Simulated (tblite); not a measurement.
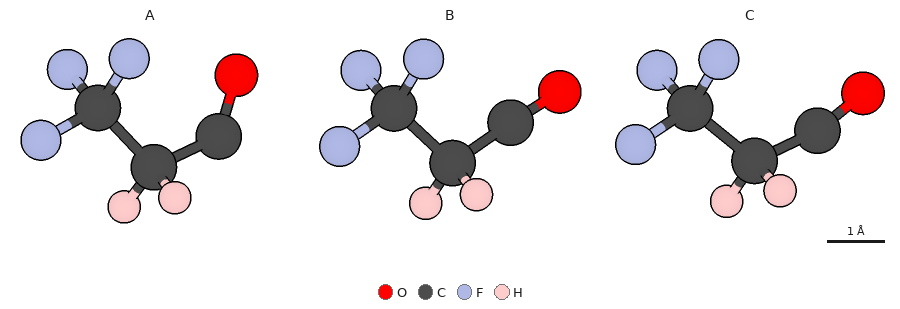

3 geometries from one relaxation of C₃H₂F₃O (multiplicity 2), in shuffled order. A ball-and-stick model, seen at a tilt.

All numbers below come from GFN2-xTB geometry optimisation, gas phase (tblite). 

Q: Order the frames from highest to lowest energy.

A: B, C, A. They are steps 0, 13, 45, at +54.3 kJ/mol, +48.3 kJ/mol relative to the last. The O atom moves most after the best rigid fit: 0.55 Å. By element the largest moves are O 0.55 Å, C 0.29 Å, F 0.13 Å, H 0.07 Å. Some distances before and after: C–C 1.451 → 1.486 Å, C–C 1.519 → 1.534 Å, C–F 1.350 → 1.335 Å. Among the angles between lasting bonds that change: O–C–C 177.5° → 133.8°, C–C–C 109.8° → 114.3°, C–C–H 110.9° → 108.8°. The energy falls by 54.3 kJ/mol in 45 geometry steps.
